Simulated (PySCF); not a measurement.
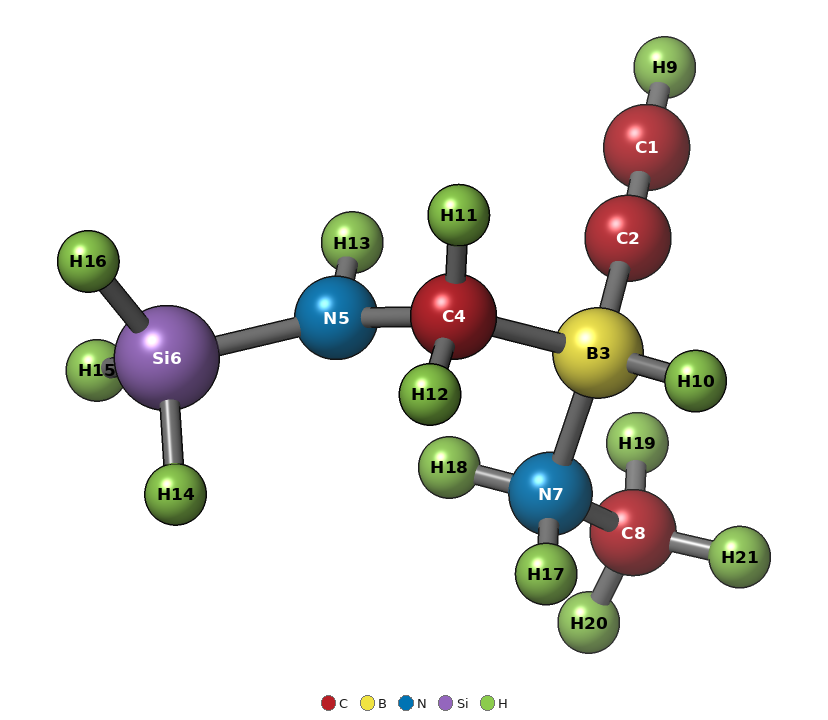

Computed geometry: GFN2-xTB optimisation. No frequency run is at hand to confirm it as a minimum. Electric field gradients from the ground-state density, PBE0/pcSseg-1 (PySCF 2.14.0), non-relativistic apart from any core potentials.

Give the largest field-gradient component, the quadrupole coupling constant and the asymmetry for 11B at B3 (Q = 40.59 mb), 14N at N5 (Q = 20.44 mb), 14N at N7 (Q = 20.44 mb), 2H at H9 (Q = 2.86 mb), 2H at H10 (Q = 2.86 mb).

| atom | V_zz (a.u.) | e²qQ/h (MHz) | η |
| --- | --- | --- | --- |
| B3 | 0.218 | 2.08 | 0.38 |
| N5 | −0.878 | −4.22 | 0.35 |
| N7 | −0.481 | −2.31 | 0.53 |
| H9 | 0.391 | 0.263 | 0.01 |
| H10 | 0.225 | 0.152 | 0.06 |

The geometry is semi-empirical. Around B, Si such bond lengths and angles can be off by a tenth of an ångström or more and by several degrees, and values that hang on the shape move with them.
